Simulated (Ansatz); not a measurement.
# revPBE/cc-pVDZ run of CH9NSi2 (SMILES C[SiH2]N[SiH3])

Aim: the electronic atomisation energy of CH9NSi2 at revPBE/cc-pVDZ, from 5 runs. 

The calculation is run with Ansatz 0.2.0.

44 further runs of the same task are left out: 44 set aside as unsound or not needed. Runs told in other sessions of the task aren't counted.

## Step 1: Starting point

The species is CH9NSi2 (13 atoms), meant as a singlet with charge 0. SMILES: `C[SiH2]N[SiH3]`. The coordinates come from a PBE0-D4/def2-TZVP relaxation. This is one conformer, not always the lowest.

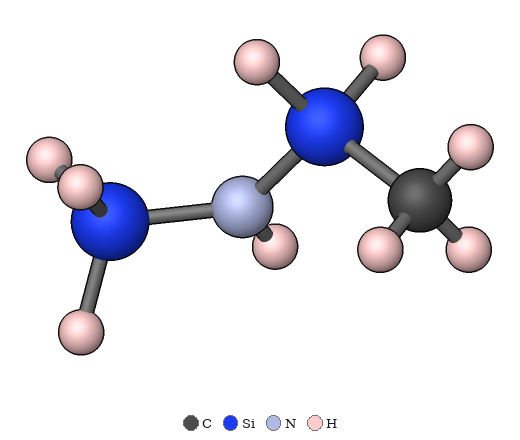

The structure, seen from a chosen angle (carbon dark grey, silicon blue, nitrogen light blue, hydrogen pink).

## Step 2: The energy at revPBE/cc-pVDZ

File in.yaml:

```yaml
crystal:
  periodic: [false, false, false]
  atoms:
    - {symbol: C, position_ang: [0.548000, 2.005600, -0.681400]}
    - {symbol: Si, position_ang: [-0.416900, 0.418300, -0.851600]}
    - {symbol: N, position_ang: [0.330700, -0.910900, -0.035400]}
    - {symbol: Si, position_ang: [-0.254700, -1.802600, 1.318600]}
    - {symbol: H, position_ang: [0.048800, 2.818700, -1.215900]}
    - {symbol: H, position_ang: [0.644700, 2.292400, 0.368400]}
    - {symbol: H, position_ang: [1.553200, 1.899700, -1.098200]}
    - {symbol: H, position_ang: [-0.565400, 0.112100, -2.303700]}
    - {symbol: H, position_ang: [-1.769200, 0.566800, -0.250900]}
    - {symbol: H, position_ang: [1.189600, -1.253400, -0.443100]}
    - {symbol: H, position_ang: [-1.238600, -0.954600, 2.037800]}
    - {symbol: H, position_ang: [0.874300, -2.146100, 2.226000]}
    - {symbol: H, position_ang: [-0.924100, -3.080700, 0.944100]}
basis:
  gaussian:
    orbitals: cc-pVDZ
total_charge: 0
hamiltonian:
  xc: {name: revPBE}
accuracy: high
output: {orbitals: {seedname: orbitals}}
```

Launch:

```console
$ ansatz run in.yaml --threads 1 --pin off --max-ram 2610MiB --events-out events.jsonl --progress --plain --runs-dir runs
```

Output:

```text
Warning: RAYON_NUM_THREADS=1 ignored (pool sized by the plan → 1); use --threads N
Functional definition: revPBE
  name "revPBE"
  parameter kappa = 1.245
  parameter beta = 0.06672455060314922
  exchange = pbe_x(kappa = kappa, mu = beta*pi^2/3)
  correlation = pbe_c(beta = beta)
2673 factors; integrals over basis functions are off by at most 3.8e-9 eV
mean field evaluation 1: about -18413.1182 eV, gradient 7.5e1 eV
mean field evaluation 2: about -18382.1893 eV, gradient 1.3e2 eV
mean field evaluation 4: about -18425.2856 eV, gradient 1.1e1 eV
mean field evaluation 8: about -18425.5682 eV, gradient 4.6e-1 eV
mean field evaluation 16: about -18425.5689 eV, gradient 9.0e-6 eV
mean field -18425.56889268 eV, -677.1271675070 hartree, gradient 4.6e-8 eV, S^2 0.000000; 0 other end points of the search recorded, 0 dependent functions left out
reference -18425.56889788 eV, -677.1271676980 hartree; 25, 25 occupied and 84, 84 virtual orbitals, 2673 factors
Total energy: -18425.56889788 eV, -677.1271676980 hartree
```

It took 11 s on 1 thread of Intel Xeon Platinum 8259CL at 2.50GHz (Skylake/Cascade Lake), shared host; peak memory 0.37 GiB.

## Step 3: The C atom at the same level

File molecule.yaml:

```yaml
crystal:
  periodic: [false, false, false]
  atoms:
    - {symbol: C, position_ang: [0.000000, 0.000000, 0.000000]}
basis:
  gaussian: {orbitals: cc-pVDZ}
magnetization: {spin_polarized: true, initial_magnetization: 2}
hamiltonian: {xc: {name: revPBE}}
accuracy: high
```

Run the same way, it converges to -37.83850 Eh (log not shown).

## Step 4: The H atom, same level

File molecule.yaml:

```yaml
crystal:
  periodic: [false, false, false]
  atoms:
    - {symbol: H, position_ang: [0.000000, 0.000000, 0.000000]}
basis:
  gaussian:
    orbitals: cc-pVDZ
accuracy: high
hamiltonian:
  xc: {name: revPBE}
magnetization:
  spin_polarized: true
  initial_magnetization: 1
```

Run the same way, it converges to -0.50319 Eh (log not shown).

## Step 5: The N atom at the same level

File run.yaml:

```yaml
crystal:
  periodic: [false, false, false]
  atoms:
    - {symbol: N, position_ang: [0.000000, 0.000000, 0.000000]}
basis:
  gaussian: {orbitals: cc-pVDZ}
magnetization: {spin_polarized: true, initial_magnetization: 3}
hamiltonian: {xc: {name: revPBE}}
accuracy: high
```

Launch:

```console
$ ansatz run run.yaml --threads 1 --pin off --max-ram 2610MiB --events-out events.jsonl --progress --plain --runs-dir runs
```

Output:

```text
Warning: RAYON_NUM_THREADS=1 ignored (pool sized by the plan → 1); use --threads N
[... 6 set-up lines as earlier in the session ...]
96 factors; integrals over basis functions are off by at most 2.2e-9 eV
mean field evaluation 1: about -1484.8246 eV, gradient 6.1e0 eV
mean field evaluation 2: about -1484.9175 eV, gradient 4.4e0 eV
mean field evaluation 4: about -1485.0126 eV, gradient 9.2e-3 eV
mean field evaluation 8: about -1485.0120 eV, gradient 2.5e-5 eV
mean field -1485.01201977 eV, -54.5731851492 hartree, gradient 7.1e-9 eV, S^2 3.751364; 0 other end points of the search recorded, 0 dependent functions left out
reference -1485.01202142 eV, -54.5731852101 hartree; 5, 2 occupied and 9, 12 virtual orbitals, 96 factors
Total energy: -1485.01202142 eV, -54.5731852101 hartree
```

It took 0.28 s on 1 thread of Intel Xeon Platinum 8259CL at 2.50GHz (Skylake/Cascade Lake), shared host.

## Step 6: The Si atom at the same level

File input.yaml:

```yaml
crystal:
  periodic: [false, false, false]
  atoms:
    - symbol: Si
      position_ang: [0.000000, 0.000000, 0.000000]
basis:
  gaussian: {orbitals: cc-pVDZ}
magnetization: {spin_polarized: true, initial_magnetization: 2}
hamiltonian: {xc: {name: revPBE}}
accuracy: high
```

Run the same way, it converges to -289.31204 Eh (log not shown).

## Step 7: Outcome

Level: revPBE/cc-pVDZ.

| quantity | value |
| --- | --- |
| molecule: total energy | -677.12717 Eh |
| molecule: HOMO energy | -5.74 eV |
| molecule: LUMO energy | -0.04 eV |
| molecule: HOMO–LUMO gap | 5.69 eV |
| C atom: total energy | -37.83850 Eh |
| C atom: ⟨S²⟩ | 2.002 |
| H atom: total energy | -0.50319 Eh |
| H atom: ⟨S²⟩ | 0.750 |
| N atom: total energy | -54.57319 Eh |
| N atom: ⟨S²⟩ | 3.751 |
| Si atom: total energy | -289.31204 Eh |
| Si atom: ⟨S²⟩ | 2.004 |
| electronic atomisation energy | 42.523 eV |

In words: Taking the molecule apart into free atoms costs 42.52 eV (4103 kJ/mol), before zero-point energy and without spin-orbit coupling.
